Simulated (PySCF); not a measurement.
C$_{6}$H$_{7}$F$_{3}$O

```xyz
17

C     1.9033   -1.0604    0.5046
C     1.9706    0.2455    0.6745
C     0.9184    1.2450    0.2733
C    -0.3421    0.6072   -0.2190
C    -0.6884    0.4421   -1.4814
O    -1.1150    0.1872    0.8839
C    -2.1103   -0.6544    0.7125
F    -2.5808   -1.0185    1.9019
F    -3.1567   -0.1523    0.0296
F    -1.7720   -1.7849    0.0673
H     2.7000   -1.7094    0.8249
H     1.0575   -1.5424    0.0433
H     2.8405    0.6916    1.1383
H     0.6766    1.8584    1.1451
H     1.3228    1.8987   -0.5021
H    -1.5979   -0.0328   -1.8013
H    -0.0333    0.7916   -2.2568
```

Geometry: GFN2-xTB.

The calculation used PBE0/pcSseg-1, SCF density, gas phase, non-relativistic (PySCF 2.14.0).

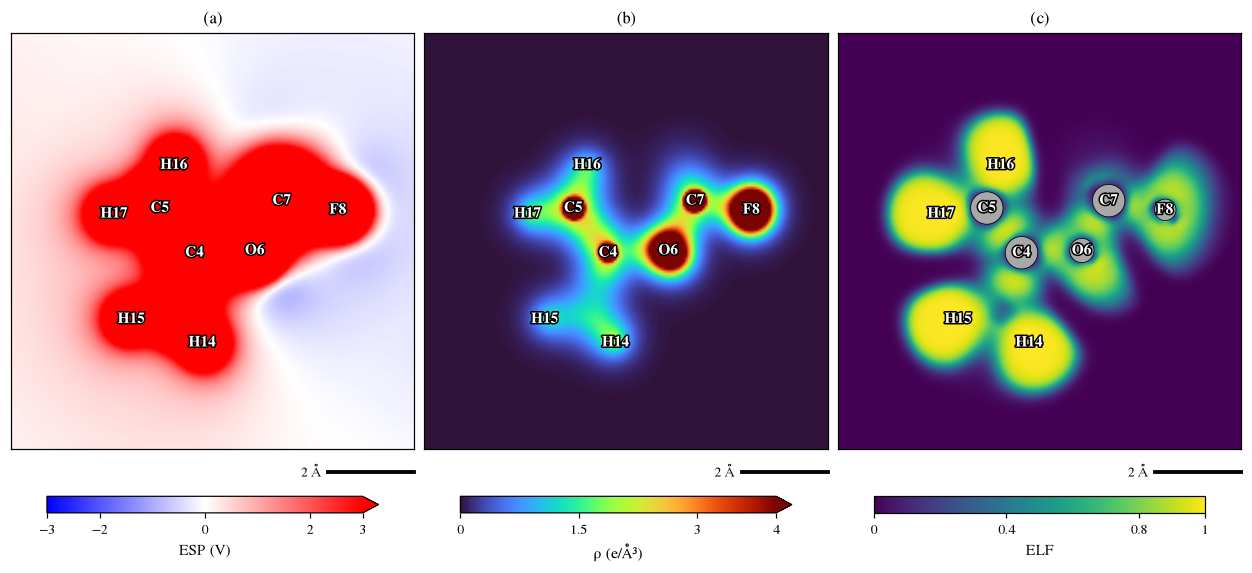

Figure 1. (a) electrostatic potential; (b) total electron density; (c) electron localisation function on the plane of atoms O6, C7 and F8. Grey discs cover the atomic cores in the ELF map.

### Describe what can be read from this map.

The plane passes through C, O, F and H nuclei. C–O (1.31 Å): the density is about 2.7 e/Å³ at the midpoint; the ELF peaks at about 0.90 between the atoms: a shared but strongly polarised pair. C–C (1.32 Å): ρ is about 2.3 e/Å³ halfway; the ELF peaks at about 0.90 between the atoms: a multiple bond. C–F (1.33 Å): ρ is about 2.5 e/Å³ halfway; the ELF peaks at about 0.85 between the atoms; a polar covalent bond. C–H (1.07 Å): the density is about 2 e/Å³ at the midpoint; the ELF climbs to about 1 towards the hydrogen, as it does in any bond to H (an ordinary covalent bond to hydrogen). C–O (1.41 Å): the density is about 2 e/Å³ at the midpoint, with its minimum of 1.7 e/Å³ about 0.5 Å from C; the ELF peaks at about 0.90 between the atoms; a polar covalent bond. The ELF also peaks beside O6 and F8, away from the bonds: lone-pair regions. Outside the dense part of the molecule the potential is most negative (−0.8 V) near O6.

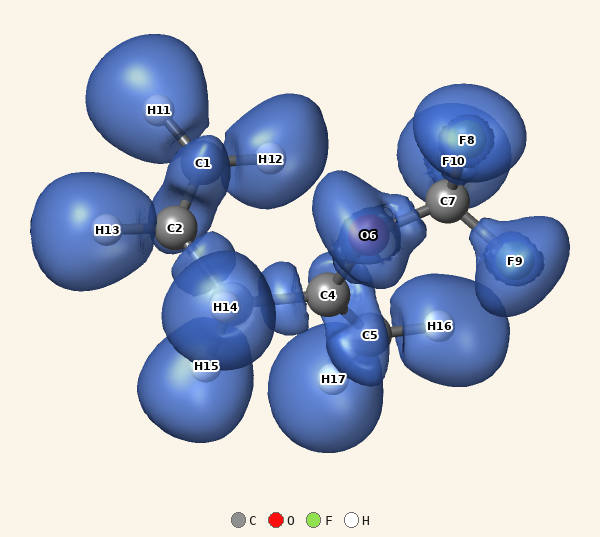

Figure 2. Isosurface of the ELF at 0.75 (blue), seen across its widest extent. Only the valence region is drawn (cores and ρ < 0.01 e/Å³ removed).

### Where are the electrons localised?

The surface consists of four regions between bonded C–C atoms (shared pairs), seven regions around hydrogen nuclei, three regions on F in which the atom's valence shell and bonds are merged and one region on O in which the atom's valence shell and bonds are merged.

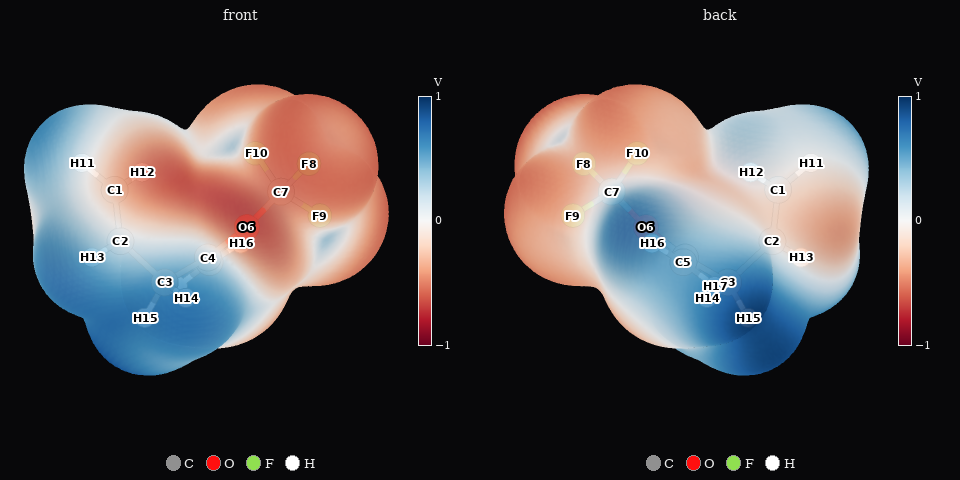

Figure 3. The molecular electrostatic potential painted on the density surface at 0.001 e/bohr³, seen from the front and from behind; red is negative and blue positive.

### Which sites attract a positive test charge, and which a negative one?

A positive charge is drawn to the negative regions and a negative charge to the positive ones. The most negative region (about −0.7 V) lies over C1, C2 and O6, the most positive (about +0.9 V) over H15 and H17.

### How polar is the molecule by this calculation?

Its dipole moment is 2.65 D.

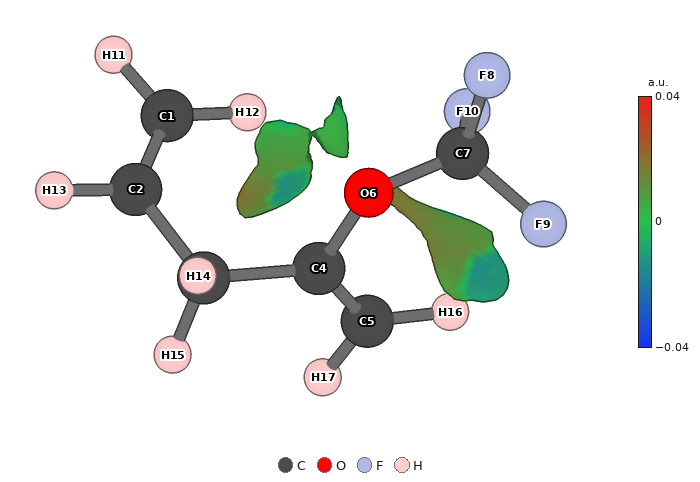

Figure 4. Non-covalent interaction (NCI) plot: the surface where the reduced density gradient is 0.6, for densities under 0.05 a.u., coloured by sign(λ₂)ρ; seen at a tilt.

### What holds or crowds the atoms apart from the covalent bonds?

Between H16 and C5 on one side and F9 and C7 on the other: a weak contact, attractive (blue-green) on one side and crowded (olive to red) on the other; between H12 and C1 on one side and C4 on the other: a weak contact, attractive (blue-green) on one side and crowded (olive to red) on the other; between H12 on one side and F10 on the other: a weak contact (green).
